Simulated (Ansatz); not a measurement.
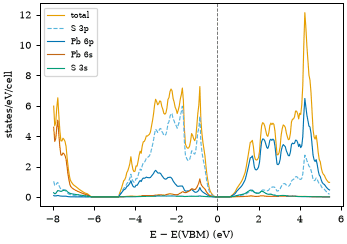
Figure. Total and projected density of states of PbS (rock salt, space group No. 225), DFT-PBE in the program Ansatz with PAW potentials

Question: Which orbitals carry the states next to the gap?

Answer: Top 1 eV of the valence band: S 3p 72 %, Pb 6s 17 %, Pb 6p 8 %. Bottom 1 eV of the conduction band: Pb 6p 70 %, S 3s 15 %, S 3p 10 %. Projections are on Löwdin-orthogonalised atomic valence shells; empty p or d shells of many metals are not among them.

Question: Where is the tallest occupied peak in this window, and what makes it?

Answer: Near -0.9 eV, about 7.3 states/eV per cell; the largest projected share is S 3p.

Space group Fm-3m (rock salt). Symmetry was held in the PBE relaxation. Scalar-relativistic: spin–orbit coupling is off unless named, which matters more the heavier the elements.

Potentials: the later of the program's two PAW sets.
